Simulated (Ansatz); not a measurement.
Nudged elastic band of TaH3O2F4

System: TaH3O2F4.
Method: RKS B3LYP-D4/def2-SVP (Ansatz 0.2.0).

One setting was made poor on purpose. It belongs to a series of runs on one base structure; here: band between the two ends.

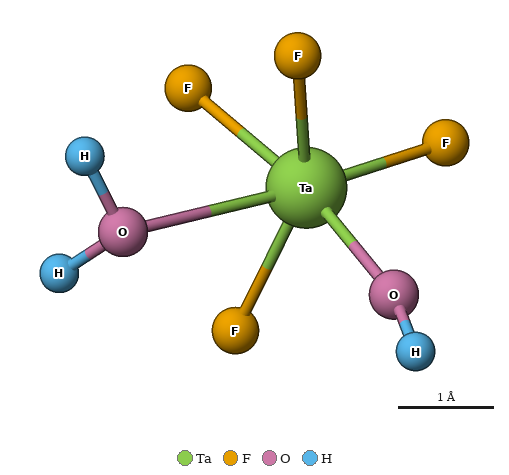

Fig. 1: The structure as given in the input (ball-and-stick view, seen at a tilt). Sticks mark near contacts.

Key numbers:

```tsv
quantity	value
outcome	converged
barrier, forward	1.018 eV
barrier, backward	0.027 eV
hardware	4 threads of Arm Neoverse V2, 24 GiB of memory available, shared host
wall time	4.4 min (CPU time 17 min)
peak memory	0.36 GiB
```

Remarks:

A deliberately poor setting: straight start. The order of the saddle point was not checked.

Input:
```yaml
crystal:
  periodic: [false, false, false]
  atoms:
    - { symbol: Ta, position_ang: [0.024145, -0.13909, 0.184371] }
    - { symbol: F, position_ang: [1.818832, -0.777953, 0.209666] }
    - { symbol: O, position_ang: [-0.298859, -0.847376, 1.9018] }
    - { symbol: H, position_ang: [-0.323285, -0.997399, 2.848905] }
    - { symbol: F, position_ang: [0.543929, 0.853075, -1.366585] }
    - { symbol: F, position_ang: [-1.270704, 1.231779, 0.459133] }
    - { symbol: F, position_ang: [-0.900722, -1.439605, -0.788949] }
    - { symbol: O, position_ang: [1.209864, 1.56146, 1.202408] }
    - { symbol: H, position_ang: [0.821377, 2.433682, 1.029823] }
    - { symbol: H, position_ang: [2.137022, 1.588127, 0.917728] }
basis:
  gaussian: { orbitals: def2-SVP }
hamiltonian:
  xc: b3lyp
  dispersion: d4
neb:
  order_check: false
  images: 9
  f_tol: 0.03
  max_iterations: 60
  initial_path: linear
  final_atoms:
    - { symbol: Ta, position_ang: [-0.17040778, 0.31412112, 0.21987293] }
    - { symbol: F, position_ang: [2.08644287, -0.34427059, 0.28240379] }
    - { symbol: O, position_ang: [-0.3489417, -0.35501926, 1.98806882] }
    - { symbol: H, position_ang: [-0.27740374, -1.0114739, 2.68631447] }
    - { symbol: F, position_ang: [0.35830864, 0.85444819, -1.51765644] }
    - { symbol: F, position_ang: [-1.85295571, 1.11464738, 0.1384357] }
    - { symbol: F, position_ang: [-0.33445331, -1.43927227, -0.46009063] }
    - { symbol: O, position_ang: [1.07330335, 1.72528956, 0.88592424] }
    - { symbol: H, position_ang: [1.0306935, 2.02897615, 1.8035842] }
    - { symbol: H, position_ang: [2.19701288, 0.57925362, 0.57144291] }
```

Run as:
```bash
ansatz run input.yaml --threads 4 --pin off --max-ram 5120MiB --backend cpu --events-out ev --progress --plain --runs-dir out
```

What the program printed:
```
Engine: ansatz 0.2.0, aarch64-unknown-linux-gnu
Functional definition: B3LYP
  parameter a0 = 0.2
  parameter ax = 0.72
  parameter ac = 0.81
  exchange = (1 - a0 - ax)*slater_x + ax*b88_x + a0*exact_x
  correlation = (1 - ac)*vwn_rpa_c + ac*lyp_c
1344 factors; integrals over basis functions are off by at most 4.1e-4 eV
mean field evaluation 1: about -16545.5056 eV, gradient 9.6e1 eV
mean field evaluation 2: about -16448.2933 eV, gradient 2.5e2 eV
mean field evaluation 4: about -16560.2376 eV, gradient 1.7e1 eV
mean field evaluation 8: about -16560.7009 eV, gradient 4.4e-1 eV
mean field evaluation 16: about -16560.7723 eV, gradient 4.6e-4 eV
mean field -16560.77226960 eV, -608.5971556132 hartree, gradient 7.7e-5 eV, S^2 0.000000; 0 other end points of the search recorded, 0 dependent functions left out
the calculation of the forces begins
reference -16560.77258847 eV, -608.5971673313 hartree; 34, 34 occupied and 97, 97 virtual orbitals, 1344 factors
1346 factors; integrals over basis functions are off by at most 1.1e-3 eV
mean field evaluation 32: about -16559.7790 eV, gradient 1.7e-3 eV
mean field -16559.77896444 eV, -608.5606523217 hartree, gradient 3.1e-5 eV, S^2 0.000000; 0 other end points of the search recorded, 0 dependent functions left out
[... from here on the field's lines of each further geometry are left out, up to the last ...]
NEB iter   1: max|band force component| = 2.679e1 eV/Å  barrier→ = 4.3009 eV  barrier← = 3.3103 eV  Δτ_max = 0.1992 Å  (337 SCF iters)
NEB iter   2: max|band force component| = 1.684e0 eV/Å  barrier→ = 1.0899 eV  barrier← = 0.0994 eV  Δτ_max = 0.1709 Å  (318 SCF iters)
NEB iter   3: max|band force component| = 1.449e0 eV/Å  barrier→ = 1.0226 eV  barrier← = 0.0320 eV  Δτ_max = 0.2000 Å  (278 SCF iters)
NEB iter   4: max|band force component| = 2.472e0 eV/Å  barrier→ = 1.0174 eV  barrier← = 0.0268 eV  Δτ_max = 0.0980 Å  (303 SCF iters)
NEB iter   5: max|band force component| = 6.718e-1 eV/Å  barrier→ = 1.0128 eV  barrier← = 0.0223 eV  Δτ_max = 0.1178 Å  (290 SCF iters)
NEB iter   6: max|band force component| = 4.852e-1 eV/Å  barrier→ = 1.0137 eV  barrier← = 0.0231 eV  CI = image 9  Δτ_max = 0.1997 Å  (288 SCF iters)
NEB iter   7: max|band force component| = 8.294e-1 eV/Å  barrier→ = 1.0156 eV  barrier← = 0.0250 eV  CI = image 9  Δτ_max = 0.0990 Å  (295 SCF iters)
NEB iter   8: max|band force component| = 1.767e-1 eV/Å  barrier→ = 1.0173 eV  barrier← = 0.0268 eV  CI = image 9  Δτ_max = 0.0330 Å  (293 SCF iters)
NEB iter   9: max|band force component| = 6.305e-2 eV/Å  barrier→ = 1.0181 eV  barrier← = 0.0275 eV  CI = image 9  Δτ_max = 0.0296 Å  (295 SCF iters)
NEB iter  10: max|band force component| = 4.846e-2 eV/Å  barrier→ = 1.0182 eV  barrier← = 0.0277 eV  CI = image 9  Δτ_max = 0.0251 Å  (296 SCF iters)
NEB iter  11: max|band force component| = 5.074e-2 eV/Å  barrier→ = 1.0181 eV  barrier← = 0.0275 eV  CI = image 9  Δτ_max = 0.0125 Å  (298 SCF iters)
the calculation of the forces begins
reference -16559.97137700 eV, -608.5677233530 hartree; 34, 34 occupied and 97, 97 virtual orbitals, 1344 factors
1345 factors; integrals over basis functions are off by at most 1.6e-3 eV
mean field evaluation 1088: about -16556.7313 eV, gradient 4.0e1 eV
mean field -16559.75190791 eV, -608.5596580125 hartree, gradient 1.6e-5 eV, S^2 0.000000; 1 other end points of the search recorded, 0 dependent functions left out
the calculation of the forces begins
reference -16559.75222829 eV, -608.5596697866 hartree; 34, 34 occupied and 97, 97 virtual orbitals, 1345 factors
NEB iter  12: max|band force component| = 2.993e-2 eV/Å  barrier→ = 1.0178 eV  barrier← = 0.0273 eV  CI = image 9  Δτ_max = 0.0000 Å  (583 SCF iters)
```

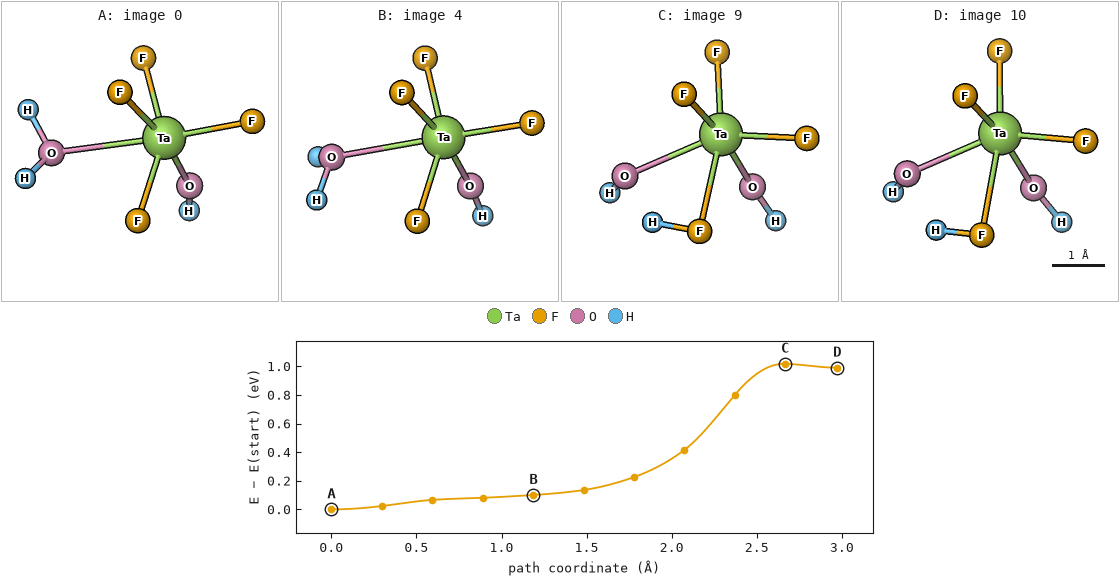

Fig. 2: Images of the last band (counted from 0; ball-and-stick, seen at a tilt) above the energy along the path; the line is a cubic interpolation that uses the forces. The highest image is number 9, 1.018 eV above the start and 0.027 eV above the end (the climbing image); the end lies 0.991 eV above the start. The path is 2.97 Å long. The band converged in 12 iterations.

```
Total energy: -16560.04413864 eV, -608.5703972939 hartree
Atom 0 at    -0.151791     0.366770     0.200139 Å, force    -0.005996     0.015679     0.006565 eV/Å
Atom 1 at     1.884084    -0.546024     0.179738 Å, force     0.009780     0.003332     0.008488 eV/Å
Atom 2 at    -0.428380    -0.369810     1.922669 Å, force     0.005705    -0.011780    -0.009773 eV/Å
Atom 3 at    -0.456637    -0.982581     2.661464 Å, force    -0.000899     0.009303     0.006449 eV/Å
Atom 4 at     0.394702     1.040022    -1.481851 Å, force    -0.001408    -0.001010     0.000638 eV/Å
Atom 5 at    -1.638365     1.494823     0.272887 Å, force     0.000373    -0.000656    -0.001835 eV/Å
Atom 6 at    -0.691801    -1.225030    -0.637270 Å, force     0.000280    -0.000379    -0.002757 eV/Å
Atom 7 at     1.379309     1.514826     0.965217 Å, force    -0.019195     0.015544     0.006840 eV/Å
Atom 8 at     1.402184     1.765014     1.899306 Å, force     0.000223    -0.001341     0.001068 eV/Å
Atom 9 at     2.068295     0.408691     0.616000 Å, force     0.011136    -0.028691    -0.015684 eV/Å
Dipole moment:     0.174383    -0.028853     1.046888 e Å
this run last wrote the band of iteration 12 to [file]
```

The last band as extended XYZ (Å, eV, eV/Å):
```
10
Properties=species:S:1:pos:R:3:forces:R:3 image=0 energy=-16561.06165
Ta    0.0241   -0.1391    0.1844   -0.0012   0.0024   0.0024
F     1.8188   -0.7780    0.2097    0.0005   0.0001   0.0002
O    -0.2989   -0.8474    1.9018   -0.0013  -0.0024   0.0050
H    -0.3233   -0.9974    2.8489    0.0016   0.0024  -0.0074
F     0.5439    0.8531   -1.3666   -0.0008  -0.0008   0.0009
F    -1.2707    1.2318    0.4591    0.0003  -0.0010  -0.0008
F    -0.9007   -1.4396   -0.7889    0.0007   0.0003  -0.0001
O     1.2099    1.5615    1.2024    0.0001   0.0013  -0.0005
H     0.8214    2.4337    1.0298    0.0010  -0.0014   0.0001
H     2.1370    1.5881    0.9177   -0.0010  -0.0008   0.0002
10
Properties=species:S:1:pos:R:3:forces:R:3 image=1 energy=-16561.03796
Ta    0.0074   -0.1199    0.1457   -0.0057  -0.0099   0.0075
F     1.7995   -0.7677    0.1664   -0.0029  -0.0163   0.0097
O    -0.3085   -0.8036    1.8775    0.0033  -0.0129   0.0039
H    -0.3001   -1.0038    2.8148   -0.0134  -0.0133   0.0060
F     0.4889    0.7680   -1.4751    0.0203   0.0396   0.0408
F    -1.2496    1.2863    0.4102    0.0084  -0.0068   0.0183
F    -0.9577   -1.4442   -0.7541    0.0023   0.0119  -0.0171
O     1.2270    1.5411    1.1639   -0.0251  -0.0505   0.0787
H     0.8709    2.4387    1.2298    0.0122   0.0241  -0.0940
H     2.1837    1.5718    1.0192    0.0005   0.0342  -0.0537
10
Properties=species:S:1:pos:R:3:forces:R:3 image=2 energy=-16560.99491
Ta   -0.0058   -0.0896    0.1182   -0.0080  -0.0078  -0.0018
F     1.7805   -0.7578    0.1351   -0.0002  -0.0154   0.0069
O    -0.3040   -0.7462    1.8686    0.0187  -0.0200   0.0003
H    -0.3028   -1.0270    2.7845   -0.0223  -0.0206  -0.0016
F     0.4375    0.7201   -1.5484   -0.0007   0.0148   0.0146
F    -1.2450    1.3284    0.3898    0.0124   0.0008   0.0117
F    -0.9991   -1.4290   -0.7285   -0.0047   0.0066  -0.0029
O     1.2568    1.5739    1.0337   -0.0280  -0.0282   0.0294
H     0.9263    2.3921    1.4272    0.0127   0.0418  -0.0574
H     2.2171    1.5019    1.1182    0.0201   0.0279   0.0007
10
Properties=species:S:1:pos:R:3:forces:R:3 image=3 energy=-16560.98021
Ta   -0.0158   -0.0514    0.0975    0.0210  -0.0018  -0.0224
F     1.7697   -0.7310    0.1128   -0.0050  -0.0142   0.0005
O    -0.2851   -0.6710    1.8693    0.0105  -0.0171  -0.0043
H    -0.3173   -1.0186    2.7614   -0.0119  -0.0152   0.0017
F     0.4122    0.7180   -1.5873   -0.0109  -0.0022   0.0029
F    -1.2584    1.3598    0.3638    0.0166   0.0113   0.0152
F    -1.0180   -1.4093   -0.7086   -0.0059   0.0021   0.0084
O     1.2891    1.6334    0.9440   -0.0067  -0.0001   0.0026
H     0.9750    2.2457    1.6238   -0.0048   0.0359  -0.0240
H     2.2102    1.3912    1.1215   -0.0028   0.0013   0.0195
10
Properties=species:S:1:pos:R:3:forces:R:3 image=4 energy=-16560.96096
Ta   -0.0372   -0.0234    0.0890   -0.0034  -0.0052   0.0007
F     1.7470   -0.7195    0.1092    0.0016  -0.0101  -0.0044
O    -0.3043   -0.6168    1.8708    0.0138  -0.0300  -0.0101
H    -0.3300   -0.9665    2.7624   -0.0054  -0.0053   0.0000
F     0.4242    0.7723   -1.5734   -0.0017  -0.0157  -0.0028
F    -1.3111    1.3607    0.3287    0.0270   0.0106   0.0155
F    -1.0061   -1.4005   -0.7222   -0.0204   0.0126  -0.0006
O     1.2927    1.6499    0.9491    0.0030  -0.0040   0.0039
H     1.0790    2.0817    1.7886   -0.0293   0.0312  -0.0241
H     2.2074    1.3287    0.9961    0.0151   0.0158   0.0221
10
Properties=species:S:1:pos:R:3:forces:R:3 image=5 energy=-16560.92595
Ta   -0.0626    0.0166    0.0896    0.0130  -0.0377  -0.0148
F     1.7276   -0.6870    0.1082   -0.0119  -0.0348  -0.0080
O    -0.3308   -0.5501    1.8794    0.0296  -0.0677  -0.0204
H    -0.3498   -0.9213    2.7625   -0.0031   0.0129   0.0165
F     0.4197    0.8552   -1.5446    0.0122  -0.0372  -0.0099
F    -1.3947    1.3487    0.2896    0.0670   0.0240   0.0269
F    -0.9509   -1.4058   -0.7310   -0.0771   0.0231  -0.0168
O     1.3140    1.6511    0.9639   -0.0176  -0.0057   0.0011
H     1.2047    1.9384    1.8821   -0.0526   0.0283  -0.0052
H     2.1845    1.2209    0.8987    0.0406   0.0948   0.0306
10
Properties=species:S:1:pos:R:3:forces:R:3 image=6 energy=-16560.83553
Ta   -0.0859    0.0810    0.1009    0.0014  -0.0891  -0.0313
F     1.7123   -0.6437    0.1193   -0.0392  -0.0983  -0.0423
O    -0.3613   -0.4638    1.8979    0.0368  -0.1165  -0.0523
H    -0.3777   -0.9374    2.7313    0.0082   0.0425   0.0451
F     0.3956    0.9392   -1.5227    0.0308  -0.0634  -0.0119
F    -1.4809    1.3527    0.2603    0.1347   0.0161   0.0301
F    -0.8669   -1.4021   -0.7132   -0.1911  -0.0024  -0.0610
O     1.3671    1.6322    0.9657   -0.0504   0.0419   0.0194
H     1.3191    1.8654    1.9040   -0.0592   0.0379   0.0304
H     2.1401    1.0433    0.8548    0.1281   0.2312   0.0738
10
Properties=species:S:1:pos:R:3:forces:R:3 image=7 energy=-16560.64570
Ta   -0.1027    0.1658    0.1254    0.0521  -0.2741  -0.1092
F     1.7257   -0.5981    0.1391   -0.2835  -0.2118  -0.1112
O    -0.3886   -0.3995    1.9166    0.0492  -0.0894  -0.0644
H    -0.4071   -0.9595    2.6959    0.0137   0.0587   0.0475
F     0.3796    1.0027   -1.5063    0.0154  -0.0269  -0.0181
F    -1.5516    1.3802    0.2523    0.2419  -0.0435   0.0184
F    -0.7737   -1.3657   -0.6841   -0.3253  -0.1260  -0.1399
O     1.4174    1.5857    0.9566    0.0189   0.1515   0.0313
H     1.3924    1.8078    1.8978    0.0532   0.0010   0.0703
H     2.0702    0.8473    0.8050    0.1643   0.5605   0.2753
10
Properties=species:S:1:pos:R:3:forces:R:3 image=8 energy=-16560.26208
Ta   -0.1246    0.2691    0.1634    0.1279  -0.4190  -0.1764
F     1.7995   -0.5567    0.1637   -0.5305  -0.1930  -0.1387
O    -0.4118   -0.3767    1.9236    0.0352  -0.0297  -0.0361
H    -0.4323   -0.9752    2.6746    0.0090   0.0498   0.0281
F     0.3818    1.0289   -1.4939   -0.0232   0.0389  -0.0285
F    -1.6067    1.4338    0.2600    0.2801  -0.0914   0.0057
F    -0.7068   -1.2950   -0.6544   -0.2605  -0.1972  -0.1503
O     1.4285    1.5229    0.9540    0.3620  -0.0436  -0.0165
H     1.4072    1.7766    1.8884    0.1949  -0.1078   0.0000
H     2.0268    0.6390    0.7189   -0.1949   0.9931   0.5128
10
Properties=species:S:1:pos:R:3:forces:R:3 image=9 energy=-16560.04382
Ta   -0.1518    0.3668    0.2001   -0.0060   0.0157   0.0066
F     1.8841   -0.5460    0.1797    0.0098   0.0033   0.0085
O    -0.4284   -0.3698    1.9227    0.0057  -0.0118  -0.0098
H    -0.4566   -0.9826    2.6615   -0.0009   0.0093   0.0064
F     0.3947    1.0400   -1.4819   -0.0014  -0.0010   0.0006
F    -1.6384    1.4948    0.2729    0.0004  -0.0007  -0.0018
F    -0.6918   -1.2250   -0.6373    0.0003  -0.0004  -0.0028
O     1.3793    1.5148    0.9652   -0.0192   0.0155   0.0068
H     1.4022    1.7650    1.8993    0.0002  -0.0013   0.0011
H     2.0683    0.4087    0.6160    0.0111  -0.0287  -0.0157
10
Properties=species:S:1:pos:R:3:forces:R:3 image=10 energy=-16560.07108
Ta   -0.1749    0.4547    0.2379   -0.0053  -0.0030  -0.0074
F     1.9192   -0.6133    0.1675    0.0034   0.0019   0.0002
O    -0.4429   -0.3224    1.9498    0.0080  -0.0111   0.0075
H    -0.4827   -1.0394    2.5884   -0.0052   0.0122  -0.0044
F     0.4134    1.0380   -1.4663   -0.0030  -0.0018   0.0046
F    -1.6787    1.5570    0.2813   -0.0012   0.0007  -0.0028
F    -0.6774   -1.1715   -0.5787    0.0003   0.0003  -0.0018
O     1.3235    1.5470    0.9749    0.0026   0.0058   0.0117
H     1.3557    1.7717    1.9155   -0.0001   0.0008  -0.0007
H     2.2064    0.2448    0.5280    0.0004  -0.0058  -0.0067
```
